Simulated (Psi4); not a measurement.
# One shape, several levels: singlet CF+

We compute a comparison of 6 runs (HF/3-21G, HF/cc-pVTZ, BLYP/cc-pVTZ, r2SCAN/cc-pVTZ, revPBE/cc-pVTZ, MP2/cc-pVTZ) of singlet CF+. 

The results are computed with Psi4 1.11.

2 further runs of the same task are left out: 2 that didn't finish.

## Step 1: The system as given

CF+ has 2 atoms, charge +1, and is taken as a singlet. SMILES of the parent species: `[C]F`. The shape is that of a PBE0-D4/def2-TZVP optimisation. That shape belongs to the parent species and isn't relaxed for this state.

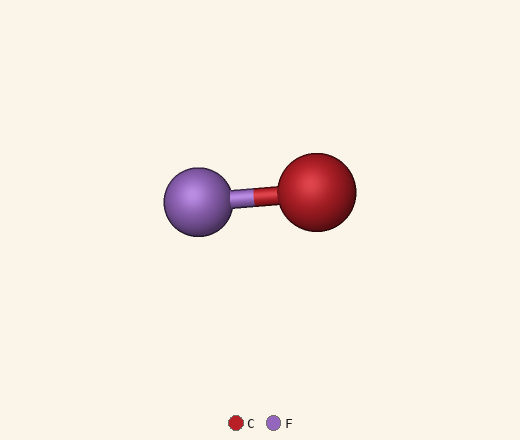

Viewed from a chosen angle; carbon red, fluorine purple.

## Step 2: Energy and gradient at HF/3-21G (run 1)

Contents of input.in:

```
memory 2.2 GB

molecule system {
  1 1
  C      0.000000     0.000000     0.003080
  F      0.000000     0.000000     1.271320
  symmetry c1
}

set globals {
  basis 3-21G
  puream true
  e_convergence 1e-09
  d_convergence 1e-08
  scf_type pk
}

e_tot, wfn = gradient("scf", return_wfn=True)
print_variables()
```

Run with:

```bash
$ psi4 -i input.in -o input.out -n 1
```

input.out:

```text
[...]
  Running in c1 symmetry.
[...]
  Nuclear repulsion =   22.531673323803066
[...]
  Multiplicity = 1
[...]
  Nalpha       = 7
  Nbeta        = 7
[...]
    Number of basis functions: 18
[...]
   @RHF iter   1:  -136.01325043363397   -2.78073e-01   1.74510e-02 ADIIS/DIIS
[...]
   @RHF iter  10:  -136.06729322476153   -2.84217e-14   1.06070e-09 DIIS
[...]
  @RHF Final Energy:  -136.06729322476153
   => Energetics <=
    Nuclear Repulsion Energy =             22.5316733238030658
    One-Electron Energy =                -226.4983761408640532
    Two-Electron Energy =                  67.8994095922994632
    Total Energy =                       -136.0672932247615279
[...]
 Multipole Moments:
 ------------------------------------------------------------------------------------
     Multipole            Electronic (a.u.)      Nuclear  (a.u.)        Total (a.u.)
 ------------------------------------------------------------------------------------
 L = 1.  Multiply by 2.5417464519 to convert [e a0] to [Debye]
 Dipole X            :         -0.0000000            0.0000000           -0.0000000
 Dipole Y            :          0.0000000            0.0000000            0.0000000
 Dipole Z            :         -0.5308685           -0.4631463           -0.9940148
 Magnitude           :                                                    0.9940148
[...]
  -Total Gradient:
     Atom            X                  Y                   Z
    ------   -----------------  -----------------  -----------------
       1       -0.000000000000     0.000000000000    -0.098959078809
       2        0.000000000000    -0.000000000000     0.098959078809
[...]
```

It took 3.9 s on 1 thread of Intel Xeon at 2.50GHz (Skylake/Cascade Lake), shared host; peak memory 0.18 GiB.

## Step 3: Energy and forces at HF/cc-pVTZ (run 2)

Contents of cf.json:

```json
{
 "schema_name": "qcschema_input",
 "schema_version": 1,
 "molecule": {
  "schema_name": "qcschema_molecule",
  "schema_version": 2,
  "symbols": ["C", "F"],
  "geometry": [0.0, 0.0, 0.00582036, 0.0, 0.0, 2.40244662],
  "molecular_charge": 1,
  "molecular_multiplicity": 1,
  "fix_symmetry": "c1",
  "fix_com": true,
  "fix_orientation": true
 },
 "driver": "gradient",
 "model": {
  "method": "hf",
  "basis": "cc-pVTZ"
 },
 "keywords": {
  "reference": "rhf",
  "puream": true,
  "e_convergence": 1e-09,
  "d_convergence": 1e-08,
  "scf_type": "pk",
  "scf_properties": ["MAYER_INDICES", "LOWDIN_CHARGES", "QUADRUPOLE"]
 }
}
```

Run with:

```bash
$ psi4 --qcschema cf.json -n 1 --memory 2200MB
```

stdout:

```text
[...]
  Running in c1 symmetry.
[...]
  Nuclear repulsion =   22.531673336500951
[...]
  Multiplicity = 1
[...]
  Nalpha       = 7
  Nbeta        = 7
[...]
    Number of basis functions: 60
[...]
   @RHF iter   1:  -136.80665202742102   -3.08382e-01   5.94256e-03 DIIS/ADIIS
[...]
   @RHF iter  10:  -136.87476016475983   -9.37916e-13   2.16209e-09 DIIS
[...]
    Orbital Energies [Eh]
    ---------------------
    Doubly Occupied:
       1A    -26.816000     2A    -11.920302     3A     -2.124674
       4A     -1.321004     5A     -1.134363     6A     -1.134363
       7A     -0.985853
[...]
  @RHF Final Energy:  -136.87476016475983
   => Energetics <=
    Nuclear Repulsion Energy =             22.5316733365009512
    One-Electron Energy =                -227.9397494994237547
    Two-Electron Energy =                  68.5333159981629763
    Total Energy =                       -136.8747601647598344
[...]
  -Total Gradient:
     Atom            X                  Y                   Z
    ------   -----------------  -----------------  -----------------
       1        0.000000000000     0.000000000000    -0.173227358692
       2       -0.000000000000    -0.000000000000     0.173227358691
[...]
```

The result, in JSON:

```text
{
 "driver": "gradient",
 "model": {
  "method": "hf",
  "basis": "cc-pVTZ"
 },
 "success": true,
 "return_result": [1.231566925468892e-15, 7.758220346835576e-16, -0.1732273586918478, -1.2315669254694663e-15, -7.758220346836562e-16, 0.17322735869102313],
 "properties": {
  "calcinfo_nbasis": 60,
  "calcinfo_nmo": 60,
  "calcinfo_nalpha": 7,
  "calcinfo_nbeta": 7,
  "calcinfo_natom": 2,
  "nuclear_repulsion_energy": 22.53167333650095,
  "return_energy": -136.87476016475983,
  "return_gradient": [1.231566925468892e-15, 7.758220346835576e-16, -0.1732273586918478, -1.2315669254694663e-15, -7.758220346836562e-16, 0.17322735869102313],
  "scf_one_electron_energy": -227.93974949942375,
  "scf_two_electron_energy": 68.53331599816298,
  "scf_dipole_moment": [4.242932644695327e-15, 3.2653055375924894e-15, 0.5985212773946991],
  "scf_total_energy": -136.87476016475983,
  "scf_total_gradient": [1.231566925468892e-15, 7.758220346835576e-16, -0.1732273586918478, -1.2315669254694663e-15, -7.758220346836562e-16, 0.17322735869102313],
  "scf_iterations": 10
 }
}
```

Wall time 13 s (1 thread of Intel Xeon at 2.50GHz (Skylake/Cascade Lake), shared host); peak memory 0.24 GiB.

Run 3 isn't shown in full; the table further down has it.

## Step 4: Energy and gradient at r2SCAN/cc-pVTZ (run 4)

Contents of calc.in:

```
memory 2.2 GB

molecule system {
  1 1
  C      0.000000     0.000000     0.003080
  F      0.000000     0.000000     1.271320
  symmetry c1
  no_reorient
  no_com
}

set globals {
  basis cc-pVTZ
  puream true
  e_convergence 1e-09
  d_convergence 1e-08
  scf_type pk
  dft_radial_points 99
  dft_spherical_points 590
}

e_tot, wfn = gradient("r2scan", return_wfn=True)
oeprop(wfn, "QUADRUPOLE", "WIBERG_LOWDIN_INDICES", "DIPOLE")
```

Run with:

```bash
$ psi4 calc.in calc.out -n 1
```

calc.out:

```text
[...]
  Running in c1 symmetry.
[...]
  Nuclear repulsion =   22.531673323803066
[...]
  Multiplicity = 1
[...]
  Nalpha       = 7
  Nbeta        = 7
[...]
    Number of basis functions: 60
[...]
   @RKS iter   1:  -137.39767374649091    3.93258e-02   2.20866e-03 DIIS/ADIIS
[...]
   @RKS iter   9:  -137.40867949710372   -1.19371e-12   6.11135e-09 DIIS
[...]
    Orbital Energies [Eh]
    ---------------------
    Doubly Occupied:
       1A    -25.027537     2A    -10.694212     3A     -1.696920
       4A     -1.050788     5A     -0.893829     6A     -0.893829
       7A     -0.771657
[...]
  @RKS Final Energy:  -137.40867949710372
   => Energetics <=
    Nuclear Repulsion Energy =             22.5316733238030658
    One-Electron Energy =                -227.9357866603251921
    Two-Electron Energy =                  83.2385642555629488
    DFT Exchange-Correlation Energy =     -15.2431304161445240
    Empirical Dispersion Energy =           0.0000000000000000
    VV10 Nonlocal Energy =                  0.0000000000000000
    Total Energy =                       -137.4086794971037193
[...]
  -Total Gradient:
     Atom            X                  Y                   Z
    ------   -----------------  -----------------  -----------------
       1       -0.000000000000     0.000000000000    -0.121633797959
       2       -0.000000000000     0.000000000000     0.121351076001
[...]
```

Run time: 20 s. Hardware: 1 thread of Intel Xeon at 2.50GHz (Skylake/Cascade Lake), shared host; peak memory 0.71 GiB.

Run 5 isn't shown in full; the table further down has it.

## Step 5: The energy at MP2/cc-pVTZ (run 6)

Contents of cf.xyz:

```xyz
2
CF
C      0.000000     0.000000     0.003080
F      0.000000     0.000000     1.271320
```

Contents of run.py:

```python
import psi4

psi4.set_memory(2200000000)
psi4.set_num_threads(1)
psi4.set_output_file('run.log', False)

with open('cf.xyz') as f:
    atoms = ''.join(f.readlines()[2:])
molecule = psi4.geometry('1 1\n' + atoms + 'symmetry c1\nno_reorient\nno_com')

psi4.set_options(dict(puream=True, e_convergence=1e-09, d_convergence=1e-08, scf_type='pk', num_frozen_docc=2, mp2_type='conv'))

E = psi4.energy('mp2/cc-pVTZ', molecule=molecule)
print('E =', round(E, 9))
```

Run with:

```bash
$ python run.py
```

run.log:

```text
[...]
  Running in c1 symmetry.
[...]
  Nuclear repulsion =   22.531673323803066
[...]
  Multiplicity = 1
[...]
  Nalpha       = 7
  Nbeta        = 7
[...]
    Number of basis functions: 60
[...]
   @RHF iter   1:  -136.80665202709417   -3.08382e-01   5.94256e-03 ADIIS/DIIS
[...]
   @RHF iter  10:  -136.87476016452567   -6.53699e-13   2.16209e-09 DIIS
[...]
  @RHF Final Energy:  -136.87476016452567
   => Energetics <=
    Nuclear Repulsion Energy =             22.5316733238030658
    One-Electron Energy =                -227.9397494768379602
    Two-Electron Energy =                  68.5333159885092442
    Total Energy =                       -136.8747601645256395
[...]
 Multipole Moments:
 ------------------------------------------------------------------------------------
     Multipole            Electronic (a.u.)      Nuclear  (a.u.)        Total (a.u.)
 ------------------------------------------------------------------------------------
 L = 1.  Multiply by 2.5417464519 to convert [e a0] to [Debye]
 Dipole X            :          0.0000000            0.0000000            0.0000000
 Dipole Y            :          0.0000000            0.0000000            0.0000000
 Dipole Z            :        -21.0584204           21.6569417            0.5985213
 Magnitude           :                                                    0.5985213
[...]
	SCS-MP2 Total Energy (a.u.)        :  -137.22819115015176
	SOS-MP2 Total Energy (a.u.)        :  -137.22532884864498
	SCSN-MP2 Total Energy (a.u.)       :  -137.03225793587771
[...]
	SOS-PI-MP2 Total Energy (a.u.)     :  -137.25229567050033
[...]
	MP2 Total Energy (a.u.)            :  -137.23391575316538
[...]
```

On the terminal:

```text
E = -137.233915753
```

Wall time 8.4 s (1 thread of Intel Xeon at 2.50GHz (Skylake/Cascade Lake), shared host); peak memory 0.25 GiB.

## Step 6: All runs side by side

```tsv
run	level	integration grid	task	energy (Eh)	HOMO energy (eV)	LUMO energy (eV)	HOMO–LUMO gap (eV)	wall time
1	HF/3-21G	–	gradient	-136.067293	-26.93	-8.90	18.03	3.9 s
2	HF/cc-pVTZ	–	gradient	-136.874760	-26.83	-8.37	18.46	13 s
3	BLYP/cc-pVTZ	99 radial × 590 angular	gradient	-137.471910	-20.48	-14.67	5.81	12 s
4	r2SCAN/cc-pVTZ	99 radial × 590 angular	gradient	-137.408679	-21.00	-14.45	6.55	20 s
5	revPBE/cc-pVTZ	99 radial × 590 angular	gradient	-137.442931	-20.50	-14.62	5.89	13 s
6	MP2/cc-pVTZ	–	energy	-137.233916	-26.83	-8.37	18.46	8.4 s
```

## Step 7: Outcome

| quantity | value |
| --- | --- |
| run 6: total energy | -137.23392 Eh |
| run 6: HOMO energy (Hartree–Fock orbitals) | -26.83 eV |
| run 6: LUMO energy (Hartree–Fock orbitals) | -8.37 eV |
| run 6: HOMO–LUMO gap (Hartree–Fock orbitals) | 18.46 eV |
| run 6: correlation energy (2 core orbitals frozen) | -359.2 mEh |

What this shows: Over runs 1, 2, 3, 4, 5 the HOMO–LUMO gap runs from 5.81 eV (BLYP/cc-pVTZ) to 18.46 eV (HF/cc-pVTZ). Exact exchange widens orbital gaps. Totals of different functionals can't be ranked against each other. All runs together took 70 s, the longest 20 s.
